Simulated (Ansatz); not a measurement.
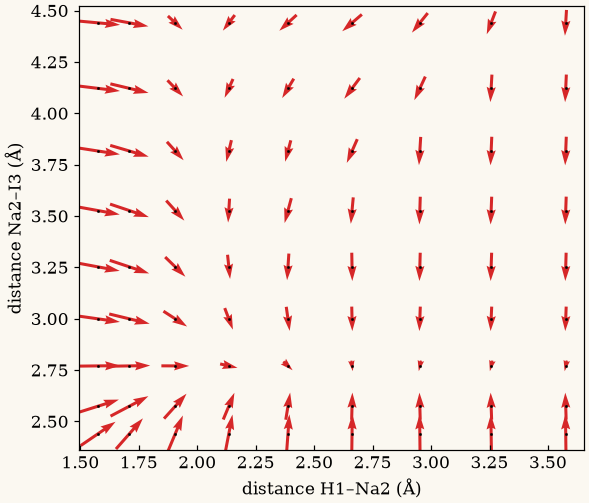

The system H + NaI, spin multiplicity 2. 
- The first coordinate is: distance H1–Na2; the second: distance Na2–I3.
- Nothing is relaxed (the angle H1–Na2–I3 is fixed at 180 degrees).
- The grid has 9 × 9 points.
- Theory: UKS PBE0-D4/def2-SVPD in Ansatz 0.2.0.

Drawn: dots at the grid points, arrows along the force (downhill), their lengths compressed.

The arrows alone are given. Where is the energy lowest?

The arrows converge at about distance H1–Na2 = 2.740 Å, distance Na2–I3 = 2.734 Å (read from the interpolated surface).

The energy map of the same scan:

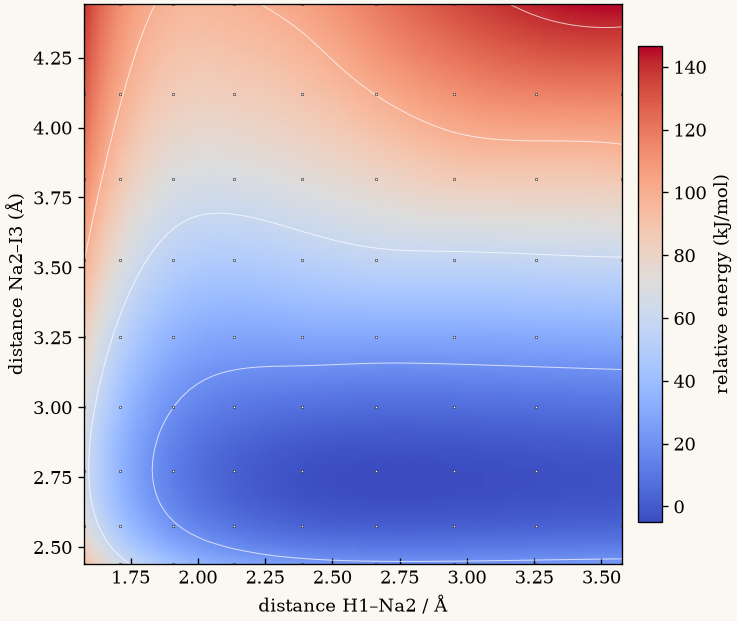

Energies are in kJ/mol, from H far from the relaxed NaI (each part in its own basis); between grid points the surface is interpolated.
